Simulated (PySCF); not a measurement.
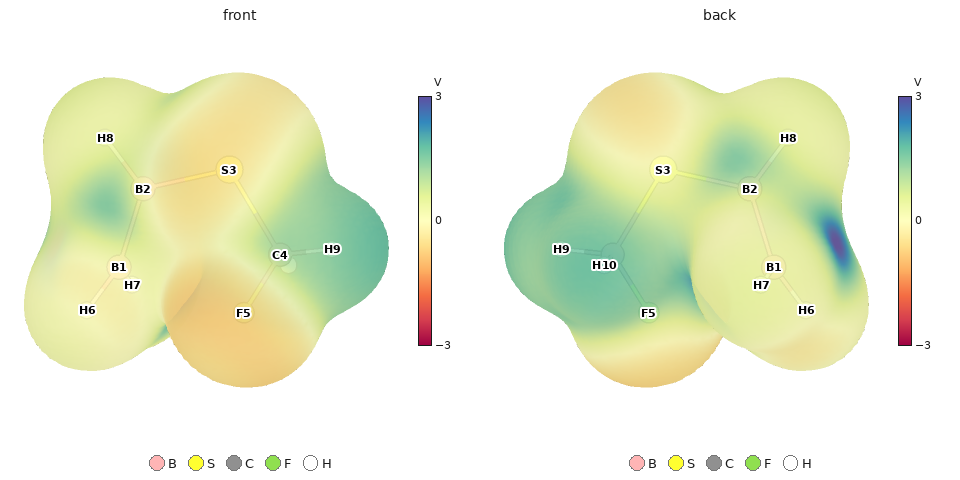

Figure 1: CH5B2FS (SMILES BBSCF). The electrostatic potential painted on the density surface at 0.004 e/bohr³, seen from the front and from behind; the colour scale runs from red (negative) to blue (positive).

Geometry: GFN2-xTB.

All numbers below come from PySCF 2.14.0, wB97X-D/def2-SVPD, SCF density, gas phase.

```xyz
10

B     1.5100    0.5719   -0.0032
B     0.9871   -0.9236    0.3799
S    -0.7064   -1.4376    0.3359
C    -1.6006    0.0455   -0.2702
F    -1.3227    1.1486    0.4757
H     1.7012    1.3929    0.8106
H     1.7321    0.9060   -1.1063
H     1.6854   -1.7997    0.7325
H    -2.6711   -0.1567   -0.1904
H    -1.3061    0.2572   -1.3009
```

Where is the surface potential most negative and most positive?

The most negative region (about −0.8 V) lies over F5, the most positive (about +2.6 V) over B1.
